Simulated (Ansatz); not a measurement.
CH8AsGaS (SMILES C[S][GaH2-][AsH3+])

```yaml
atoms:
  - { symbol: C, position_ang: [1.7592, 1.1745, -0.0015] }
  - { symbol: S, position_ang: [1.6255, -0.1238, 1.2640] }
  - { symbol: Ga, position_ang: [0.0995, -1.3438, 0.1044] }
  - { symbol: As, position_ang: [-2.0178, -0.1140, 0.0031] }
  - { symbol: H, position_ang: [2.1114, 0.7386, -0.9596] }
  - { symbol: H, position_ang: [2.4917, 1.9356, 0.3369] }
  - { symbol: H, position_ang: [0.7750, 1.6655, -0.1501] }
  - { symbol: H, position_ang: [0.6402, -1.6034, -1.3901] }
  - { symbol: H, position_ang: [-0.1351, -2.7543, 0.8449] }
  - { symbol: H, position_ang: [-3.1656, -1.0327, 0.5357] }
  - { symbol: H, position_ang: [-2.2921, 0.2928, -1.4815] }
  - { symbol: H, position_ang: [-1.8919, 1.1651, 0.8936] }
```

These are results of SCF r2SCAN0, Gaussian basis in Ansatz 0.2.0, not measurements.

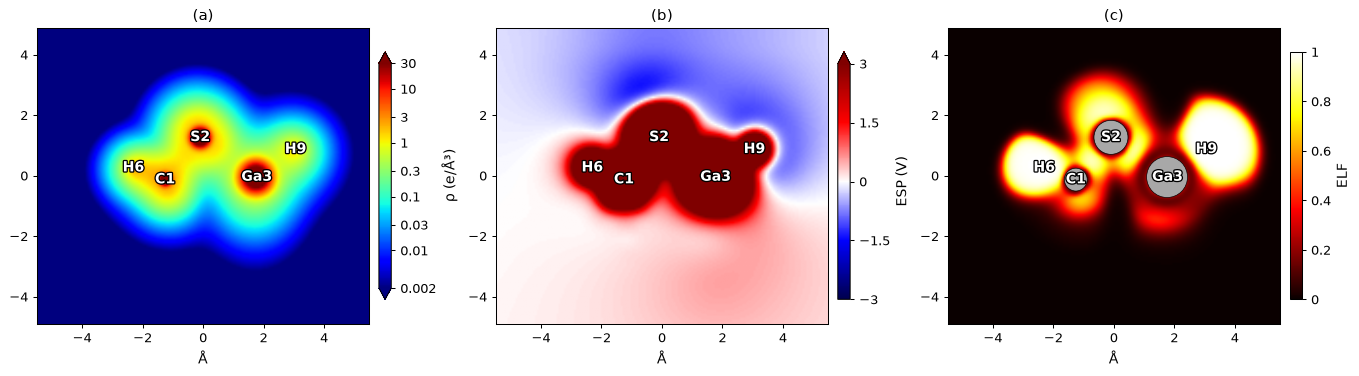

Figure 1. (a) total electron density; (b) electrostatic potential; (c) electron localisation function on the plane of atoms S2, C1 and H6. Grey discs cover the atomic cores in the ELF map.

Q: Interpret the plot.

A: Atoms in the plane: C, S, Ga and H. C–S (1.82 Å): the density is about 1.2 e/Å³ at the midpoint; the ELF peaks at about 0.90 between the atoms, as expected for a shared electron pair. Ga–S (2.27 Å): ρ at the midpoint is about 0.61 e/Å³; the ELF peaks at about 0.90 in the valence shell of S, 0.9 Å from its nucleus, and is about 0.70 at the midpoint. C–H (1.11 Å): the density is about 1.9 e/Å³ at the midpoint; the ELF climbs to about 1 towards the hydrogen, as it does in any bond to H (an ordinary covalent bond to hydrogen). Ga–H (1.61 Å): ρ is about 0.86 e/Å³ halfway; the ELF climbs to about 1 towards the hydrogen. The ELF also peaks beside S2, away from the bonds: lone-pair regions. Outside the dense part of the molecule the potential is most negative (−1.4 V) near S2.

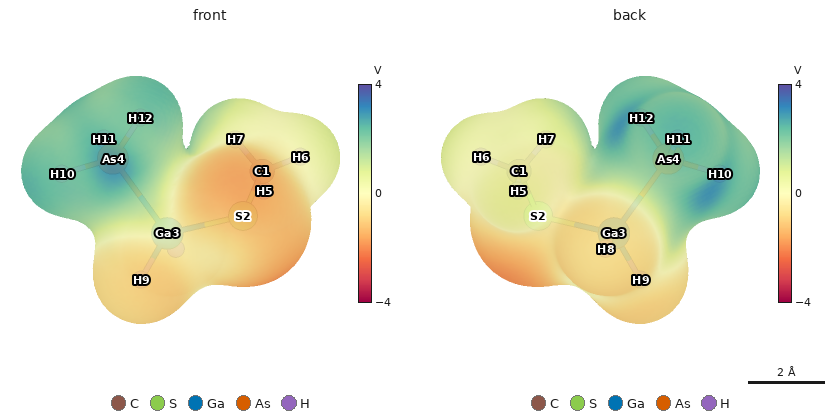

Figure 2. The electrostatic potential painted on the density surface at 0.004 e/bohr³, seen from the front and from behind; red is negative and blue positive.

Q: Which sites attract a positive test charge, and which a negative one?

A: A positive charge is drawn to the negative regions and a negative charge to the positive ones. The most negative region (about −1.9 V, or −44 kcal/mol for a unit charge) lies over S2, the most positive (about +3.0 V, or +69 kcal/mol for a unit charge) over As4.

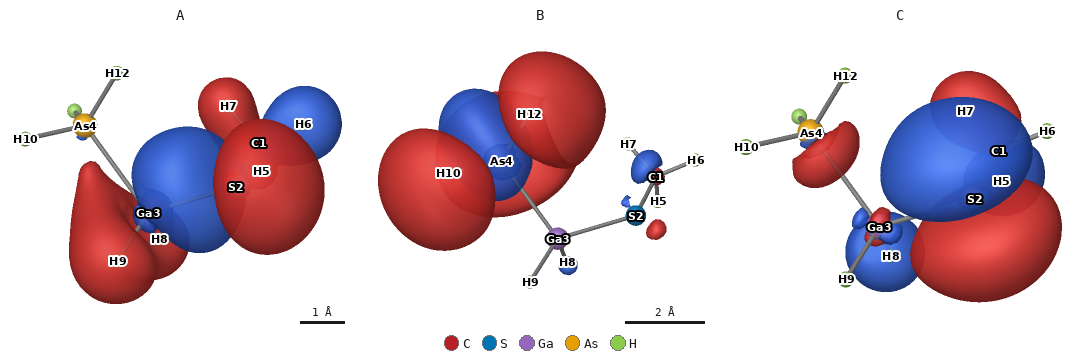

Figure 3. Three frontier orbitals at ±0.06 Å⁻³ᐟ² (blue and red are the two phases), in no order.

Q: Order the three orbitals by energy and name them.

A: A is the HOMO−1 (−7.32 eV). By Hirshfeld shares it lies mainly on S2 (about 60 %), Ga3 (about 20 %) and C1 (about 5 %). C is the HOMO (−6.10 eV). Its weight (Hirshfeld) is mainly on S2 (about 75 %) and Ga3 (about 5 %); largely a lone pair of S2. B is the LUMO (−1.34 eV). It lies mainly on As4 (about 40 %), H10 (about 20 %), H11 (about 15 %) and H12 (about 15 %).

Q: What is the HOMO–LUMO gap?

A: 4.76 eV between the orbital energies.
